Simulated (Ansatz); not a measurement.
## LiBe (Pm-3m): relaxing the cell for a phonon run

Wanted: the relaxed cell of LiBe (Pm-3m).

Program: Ansatz 0.2.0. Level of theory: DFT PBEsol, scalar-relativistic, plane waves, PAW; PAW set soft_1. Results are calculated unless marked as measured.

### 1. The starting structure

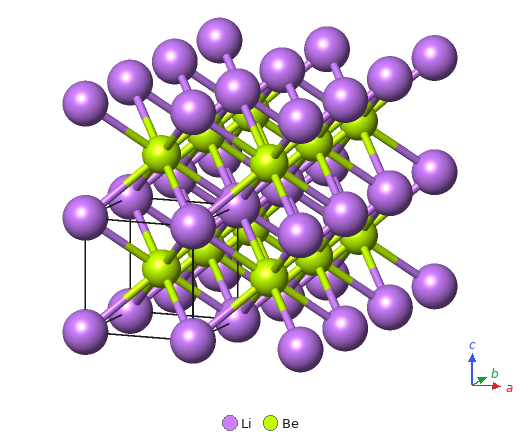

The starting structure, seen slightly off an axis (lithium purple, beryllium green). 2×3×2 cells are drawn. Some periodic images of atoms are drawn too.

### 2. A coarse first look

First a cheap look: the gap decides the mesh and the occupations, the pressure tells how far the cell has to move.

Input file input.yaml:

```yaml
crystal:
  lattice:
    - [2.811153, 0.0, 0.0]
    - [0.0, 2.811153, 0.0]
    - [0.0, 0.0, 2.811153]
  atoms:
    - { symbol: Li, position: [0.0, 0.0, 0.0] }
    - { symbol: Be, position: [0.5, 0.5, 0.5] }
kpoints:
  mp_grid: { grid: [6, 6, 6] }
hamiltonian:
  xc: pbesol
  pseudopotentials: { kind: paw, azcp: { folder: soft_1 }, xc_functional: pbe }
scf:
  occupations: { method: gaussian, width: 0.1 }
output:
  forces: true
  stress: true
  eigenvalues: true
```

The run is started by

```sh
ansatz run input.yaml --threads 4 --pin off --max-ram 10240MiB --backend cpu --events-out ev --progress --plain --runs-dir out
```

Numbers of over 12 decimals in the logs are rounded to 6 here.

Log:

```text
Engine: ansatz 0.2.0, aarch64-unknown-linux-gnu
Pseudopotentials: kind: paw
Pseudopotential: Li, paw, valence charge 3, recommended cutoff 420 eV (normal), soft_1/Li.paw.azcp
Pseudopotential: Be, paw, valence charge 2, recommended cutoff 420 eV (normal), soft_1/Be.paw.azcp
Functional definition: PBEsol
  exchange = pbesol_x
  correlation = pbesol_c
Crystal: 2 atoms, lattice volume = 22.215 Å³
[...]
P = ⅓ Tr σ = -0.0677 GPa (-0.677 kbar)
--- Band table (eV; the first three rows and the last of 20) ---
  k-point 0: bands = ["-40.4286", "-2.8658", "9.7986", "9.7986", "9.7986", "14.3210", "14.3210"]
  k-point 1: bands = ["-40.4234", "-2.5113", "6.9154", "10.2493", "10.2493", "14.8423", "17.7331"]
  k-point 2: bands = ["-40.4131", "-1.4540", "3.4476", "11.4971", "11.4971", "16.3938", "18.4166"]
  k-point 19: bands = ["-40.3706", "6.0363", "6.0363", "6.0363", "8.5842", "8.5842", "8.5842"]
[key lines of the parts left out:]
SCF converged after 5 iterations
Free energy (F): -292.524939 eV
Fermi energy:    3.687777 eV
```

It took 0.26 s on 4 threads of Arm Neoverse V1, shared host; peak memory 0.24 GiB.

This step gave:

| Property | Result |
| --- | --- |
| pressure | -0.06770 GPa |
| volume per atom | 11.11 Å³ |
| gap on the k-mesh | 0 eV |

The coarse mesh shows no gap and a pressure of -0.1 GPa.

### 3. Bringing the structure to rest

The cell and atoms are relaxed, since residual forces and stress would shift the frequencies.

input.yaml, the sections that differ from step 2:

```yaml
kpoints:
  mp_grid: { grid: [14, 14, 14] }
output:
  forces: true
  stress: true
  eigenvalues: true
  write_density: true
  write_potential: true
  elf: true
  volumetric_format: npy
relax:
  adjacent_minimum: "off"
  f_tol: 0.005
  max_steps: 80
  cell: { stress_tol: 0.05 }
# crystal, hamiltonian, scf: as in step 2
```

Log:

```text
[...]
Crystal: 2 atoms, lattice volume = 22.215 Å³
Basis set: ecut = 420 eV, 461 PW (Γ), exchange–correlation on 40×40×40 points (8 copies of the dense FFT grid, shifted against one another)
Bands: 7, of which v1, the nominal top of the filled ones, is band 3 counted from 1 (2 counted from 0)
Symmetry: 48 space group operations
[...]
k-points: 120 of 2744
[...]
SCF iter   1: F=—  HF=-292.627168 eV  |F-HF|=—  |Δ(HF+E_count)|=         —  Δρ=9.14e-3  dr2=1.81e-2  ethr=3.10e-3  ⟨swp⟩=5.4  Hψ=6497  notcnv=0
[...]
SCF iter   5: F=-292.602463 eV  HF=-292.602463 eV  |F-HF|=8.10e-11  |Δ(HF+E_count)|=   3.50e-8  Δρ=2.47e-6  dr2=5.07e-10  ethr=1.03e-9  ⟨swp⟩=4.0  Hψ=3152  notcnv=0
SCF 1 converged in 5 iterations: F = -292.602463 eV  dr2 = 5.07e-10
[...]
relax step   1: F+E_penalty+E_count = -292.60246259 eV  Δ(F+E_penalty+E_count) = +0.000e0 eV  max|allowed force component| = 3.369e-31 eV/Å  Δτ_max = 0.0000 Å  P = -0.356 GPa  Ω = 22.215 Å³  (5 SCF iters, dr2 threshold 1.00e-7 eV, accepted)
Crystal: 2 atoms, lattice volume = 22.101 Å³
Basis set: ecut = 420 eV, 437 PW (Γ), exchange–correlation on 40×40×40 points (8 copies of the dense FFT grid, shifted against one another)
[...]
iter 1 solved again at ethr=6.11e-8 eV; its pass at ethr=3.10e-3 eV (dr2=3.05e-6 eV) is discarded
[...]
SCF iter   3: F=-292.602634 eV  HF=-292.602634 eV  |F-HF|=5.52e-9  |Δ(HF+E_count)|=   1.35e-7  Δρ=3.64e-6  dr2=1.08e-9  ethr=4.00e-9  ⟨swp⟩=7.1  Hψ=4828  notcnv=0
SCF 2 converged in 3 iterations: F = -292.602634 eV  dr2 = 1.08e-9
relax step   2: F+E_penalty+E_count = -292.60263382 eV  Δ(F+E_penalty+E_count) = -1.712e-4 eV  max|allowed force component| = 6.471e-32 eV/Å  Δτ_max = 0.0000 Å  P = -0.105 GPa  Ω = 22.101 Å³  energy of the carried Pulay correction = +6.073e-6 eV  (3 SCF iters, dr2 threshold 2.00e-7 eV, accepted)
Crystal: 2 atoms, lattice volume = 22.054 Å³
[...]
SCF iter   3: F=-292.602652 eV  HF=-292.602652 eV  |F-HF|=1.23e-9  |Δ(HF+E_count)|=   4.31e-8  Δρ=1.74e-6  dr2=2.35e-10  ethr=5.48e-10  ⟨swp⟩=5.8  Hψ=2545  notcnv=0
SCF 3 converged in 3 iterations: F = -292.602652 eV  dr2 = 2.35e-10
relax step   3: F+E_penalty+E_count = -292.60265176 eV  Δ(F+E_penalty+E_count) = -1.794e-5 eV  max|allowed force component| = 1.120e-31 eV/Å  Δτ_max = 0.0000 Å  P = +0.001 GPa  Ω = 22.054 Å³  energy of the carried Pulay correction = +8.590e-6 eV  (3 SCF iters, dr2 threshold 2.74e-8 eV, accepted)
[...]
SCF iter   3: F=-292.602645 eV  HF=-292.602645 eV  |F-HF|=1.26e-11  |Δ(HF+E_count)|=  3.27e-10  Δρ=2.83e-7  dr2=7.56e-12  ethr=1.00e-12  ⟨swp⟩=2.8  Hψ=2784  notcnv=0
SCF 4 converged in 3 iterations: F = -292.602645 eV  dr2 = 7.56e-12
relax step   4: F+E_penalty+E_count = -292.60264492 eV  Δ(F+E_penalty+E_count) = +6.845e-6 eV  max|allowed force component| = 1.263e-31 eV/Å  Δτ_max = 0.0000 Å  P = +0.000 GPa  Ω = 22.054 Å³  stress off target by 7.36e-5 GPa  SCF on the basis re-selected at this cell (its energy is not comparable with the rows above)  (3 SCF iters)
basis re-selected at this cell: Δ(F+E_penalty+E_count) = +6.845e-6 eV, ΔP = -0.001 GPa vs the last step (what re-selecting the basis moved, of the pressure what is left beyond the Pulay correction that the steps carried, after the strain that the cell walked since its last selection, with what the two solves' SCF thresholds leave and, on support functions, any second-order correction that the steps lacked; it is no m [...]
SCF converged after 3 iterations
Free energy (F): -292.602645 eV
[...]
Internal energy: -292.597774 eV  (E = F + TS)
E sigma→0 (E₀):  -292.600209 eV
Entropy (-TS):   -0.004871 eV (-2.436 meV/atom)
Fermi energy:    3.592448 eV
[...]
--- Stress (GPa, compression-positive) ---
        0.000074       0.000000       0.000000
        0.000000       0.000074      -0.000000
        0.000000      -0.000000       0.000074
  P = ⅓ Tr σ = 0.0001 GPa (0.001 kbar)
--- Band table (eV; the first three rows and the last of 120) ---
[...]
--- Relaxed structure (3 steps of the walk, 3 accepted, 1 SCFs on fresh bases) ---
  F+E_penalty+E_count = -292.60264492 eV   max|allowed force component| = 1.263e-31 eV/Å   (the final SCF, on the basis selected at the relaxed cell)
  cell:  # Å, volume = 22.0536 Å³
    - [2.804311, 0, 0]
    - [0, 2.804311, 0.0]
    - [0, 0, 2.804311]
  atoms:
    - { symbol: Li, position: [0, 0, 0] }
    - { symbol: Be, position: [0.5, 0.5, 0.5] }
```

It took 1.9 s on 4 threads; peak memory 0.3 GiB; 6.3 s of CPU time.

The steps of the relaxation:

```tsv
step	energy less that of the first step (eV)	largest force component (eV/Å)	pressure (GPa)	volume (Å³)
1	0.0000	0.0000	-0.36	22.22
2	-0.0002	0.0000	-0.10	22.10
3	-0.0002	0.0000	0.00	22.05
4*	-0.0002	0.0000	0.00	22.05
```

Relaxation steps marked * repeat the geometry before them on a plane-wave basis chosen anew for their cell, so energy and pressure can jump there.

The run keeps the 48 symmetry operations that it works with, so distortions that break them were not tested.

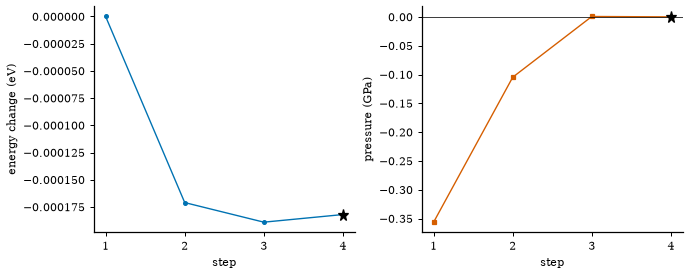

Energy and pressure along the relaxation. Stars mark steps on a basis chosen anew.

```tsv
conventional cell, symmetrised	before	after	change
a (Å)	2.811	2.804	-0.2 %
b (Å)	2.811	2.804	-0.2 %
c (Å)	2.811	2.804	-0.2 %
volume (Å³/atom)	11.11	11.03	-0.7 %
```

Final coordinates:

```xyz
2
Lattice="2.8043 0.0000 0.0000 0.0000 2.8043 0.0000 0.0000 0.0000 2.8043" Properties=species:S:1:pos:R:3 pbc="T T T"
Li    0.0000    0.0000    0.0000
Be    1.4022    1.4022    1.4022
```

Numbers from this step:

```yaml
pressure: 7.36e-5 GPa
volume_per_atom: 11.03 Å³
```

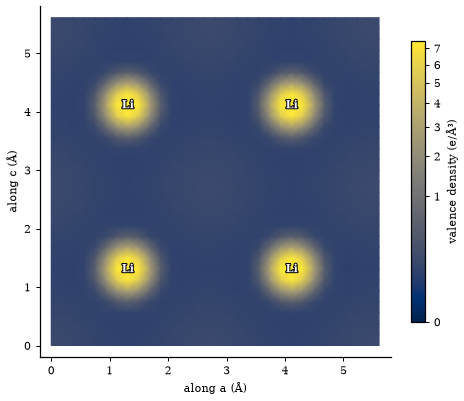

Valence density in the ac plane at fractional y = 0.000, with atoms of Li within 0.2 Å of it. It is the smooth field of the valence electrons, not physical close to the nuclei. The map starts off the cell's origin, so that atoms lie inside it. The colour scale is stretched toward low values.

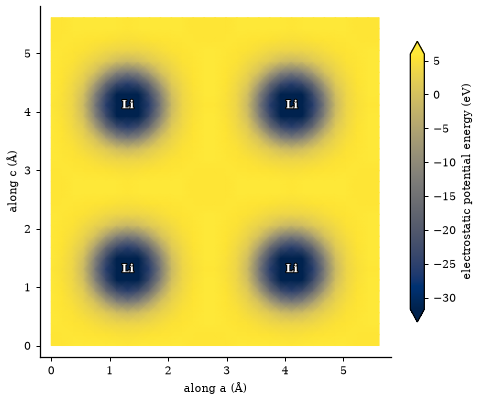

Electrostatic potential energy in the ac plane at fractional y = 0.000, with atoms of Li within 0.2 Å of it. With pseudopotentials it is smooth inside the atoms' cores, unlike the true potential. The map starts off the cell's origin, so that atoms lie inside it.

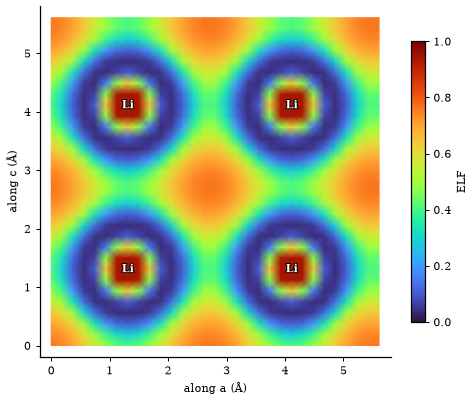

ELF in the ac plane at fractional y = 0.000, with atoms of Li within 0.2 Å of it. It is the smooth field of the valence electrons, not physical close to the nuclei. The map starts off the cell's origin, so that atoms lie inside it.

In this step the volume went from 11.11 to 11.03 Å³/atom.

### 4. Tight relaxation

Phonons need a cell at rest on their own settings, so the relaxation is repeated with tight tolerances on forces and stress on the k mesh and occupations of the first response run.

input.yaml, the sections that differ from step 3:

```yaml
crystal:
  lattice:
    - [2.8043112145, 0.0, 0.0]
    - [0.0, 2.8043112145, 0.0]
    - [0.0, 0.0, 2.8043112145]
  atoms:
    - { symbol: Li, position: [0.0, 0.0, 0.0] }
    - { symbol: Be, position: [0.5, 0.5, 0.5] }
kpoints:
  mp_grid: { grid: [16, 16, 16] }
scf:
  occupations: { method: methfessel_paxton, width: 0.2 }
relax:
  adjacent_minimum: "off"
  f_tol: 0.001
  max_steps: 60
  cell: { stress_tol: 0.01 }
# hamiltonian, output: as in step 3
```

Log:

```text
[...]
Crystal: 2 atoms, lattice volume = 22.054 Å³
Basis set: ecut = 420 eV, 437 PW (Γ), exchange–correlation on 40×40×40 points (8 copies of the dense FFT grid, shifted against one another)
Bands: 7, of which v1, the nominal top of the filled ones, is band 3 counted from 1 (2 counted from 0)
Symmetry: 48 space group operations
[...]
k-points: 165 of 4096
[...]
-0.000000      -0.000000      -0.000191
  P = ⅓ Tr σ = -0.0002 GPa (-0.002 kbar)
--- Band table (eV; the first three rows and the last of 165) ---
[...]
--- Relaxed structure (3 steps of the walk, 3 accepted, 1 SCFs on fresh bases) ---
[...]
cell:  # Å, volume = 21.9989 Å³
    - [2.801992, 0, 0]
    - [0, 2.801992, 0.0]
    - [0, 0.0, 2.801992]
  atoms:
    - { symbol: Li, position: [0, 0, 0] }
    - { symbol: Be, position: [0.5, 0.5, 0.5] }
[key lines of the parts left out:]
SCF converged after 4 iterations
Free energy (F): -292.610448 eV
Fermi energy:    3.680903 eV
```

Elapsed: 2.4 s, on 4 threads; peak memory 0.32 GiB.

Little changed from the start: no atom moved by 0.005 Å and no cell edge by 0.1 %.

Numbers from this step:

```
pressure        : -1.91e-4 GPa
volume per atom : 11.00 Å³
```

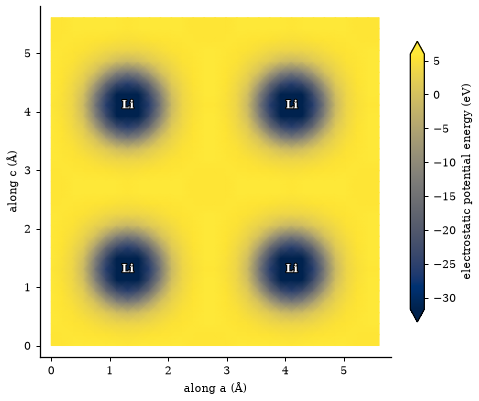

Electrostatic potential energy in the ac plane at fractional y = 0.000, with atoms of Li within 0.2 Å of it. With pseudopotentials it is smooth inside the atoms' cores, unlike the true potential. The map starts off the cell's origin, so that atoms lie inside it.

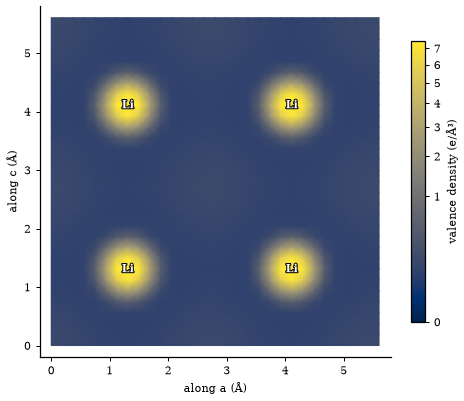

Valence density in the ac plane at fractional y = 0.000, with atoms of Li within 0.2 Å of it. It is the smooth field of the valence electrons, not physical close to the nuclei. The map starts off the cell's origin, so that atoms lie inside it. The colour scale is stretched toward low values.

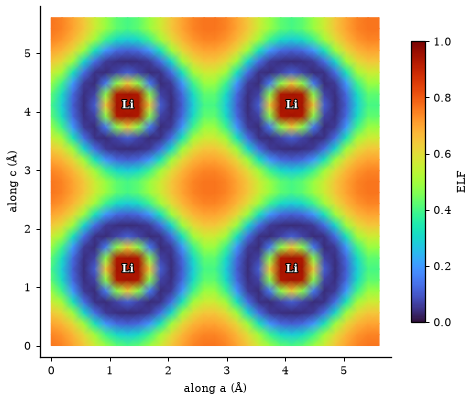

ELF in the ac plane at fractional y = 0.000, with atoms of Li within 0.2 Å of it. It is the smooth field of the valence electrons, not physical close to the nuclei. The map starts off the cell's origin, so that atoms lie inside it.

The forces vanish by symmetry and the pressure is 0.000 GPa, within the tolerances set. The cell now holds 11.00 Å³/atom.

### 5. What came out

| Property | Result |
| --- | --- |
| space group after relaxation (within 0.01 Å) | Pm-3m |
| lattice constant a | 2.802 Å |
| lattice constant b | 2.802 Å |
| lattice constant c | 2.802 Å |
| volume per atom | 11.0 Å³ |

What this shows: The forces vanish by symmetry and the pressure is 0.000 GPa, within the tolerances set. The cell now holds 11.00 Å³/atom. The relaxation keeps the symmetry of its start, so it says nothing on stability against lower symmetry. The runs are without spin polarisation, although the cell has an odd electron count. The PAW files were made for PBE and serve the other functionals too.

[Logs are printed without paths, hosts, clocks, repeated set-up lines and the standing remarks that a program may print on its own settings, such as how far it seeks lower states.]

[Hosts, paths, dates, database ids (printed as entryN), source tags and the programs' standing remarks are cut or masked in the printed files.]
